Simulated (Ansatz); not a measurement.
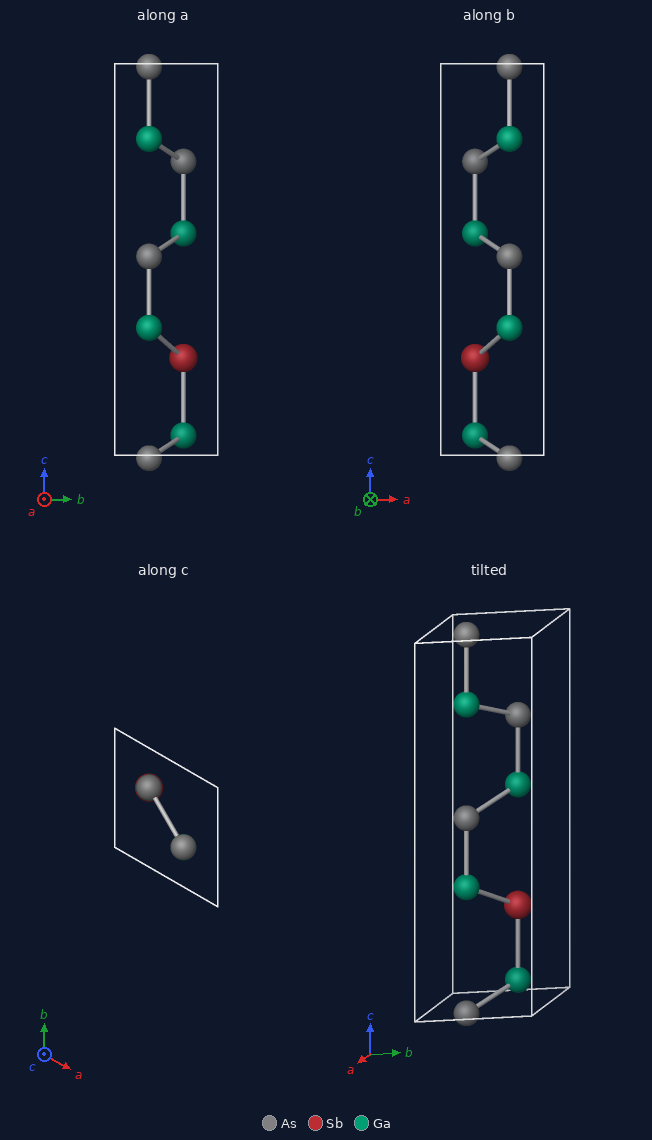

A ball-and-stick rendering, viewed along the a axis, along the b axis, along the c axis and slightly off an axis. One conventional unit cell is framed, with atoms on its boundary repeated.

Lattice parameters: a = 4.1414 Å, b = 4.1414 Å, c = 13.6202 Å, α = 90.000°, β = 90.000°, γ = 120.000°.

### Convert the drawing into a CIF in P1 with every atom of the cell, with free fractional coordinates to two decimals.

```cif
data_structure
_symmetry_space_group_name_H-M 'P 1'
_symmetry_Int_Tables_number 1
_cell_length_a 4.1414
_cell_length_b 4.1414
_cell_length_c 13.6202
_cell_angle_alpha 90.000
_cell_angle_beta 90.000
_cell_angle_gamma 120.000
_cell_volume 202.30
loop_
_atom_site_label
_atom_site_type_symbol
_atom_site_fract_x
_atom_site_fract_y
_atom_site_fract_z
_atom_site_occupancy
As1 As 0.6667 0.3333 0.99 1
As2 As 0.6667 0.3333 0.51 1
As3 As 0.3333 0.6667 0.75 1
Sb1 Sb 0.3333 0.6667 0.25 1
Ga1 Ga 0.6667 0.3333 0.81 1
Ga2 Ga 0.6667 0.3333 0.33 1
Ga3 Ga 0.3333 0.6667 0.57 1
Ga4 Ga 0.3333 0.6667 0.05 1
```

The starting point was a structure type filled with these elements by a generator (whether the compound takes this form wasn't checked). The geometry was optimised with DFT, PBE, plane waves, PAW in Ansatz.
